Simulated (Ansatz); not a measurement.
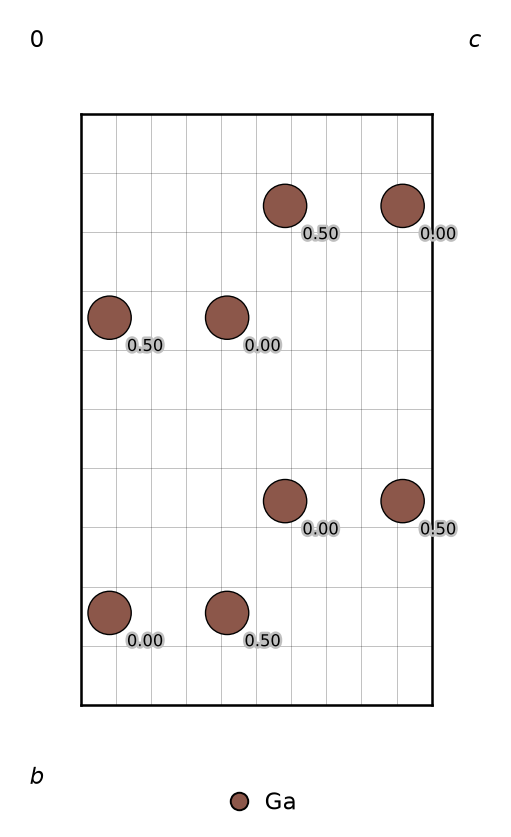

Plan of a unit cell projected along a (b down the page, c across); the numbers are heights as fractions of a, and atoms on the cell's edges are repeated. The grid marks tenths of b and c. Source: the geometry relaxed at fixed volume with DFT HSE06, scalar-relativistic, plane waves, PAW (Ansatz). The drawing is computed from the coordinates (standard cell, symmetry found to 0.002 Å).

a = 4.483 Å, b = 7.668 Å, c = 4.558 Å, α = 90.00°, β = 90.00°, γ = 90.00°.

**What does the cell contain?**

8 Ga: Ga, Z = 8.

**Which space group?**

Cmce (No. 64), C-centred orthorhombic.

**Give the fractional coordinates of all atoms, to two places.**

```tsv
atom	x	y	z
Ga	0.50	0.16	0.58
Ga	0.50	0.84	0.42
Ga	0.50	0.66	0.92
Ga	0.50	0.34	0.08
Ga	0.00	0.66	0.58
Ga	0.00	0.34	0.42
Ga	0.00	0.16	0.92
Ga	0.00	0.84	0.08
```
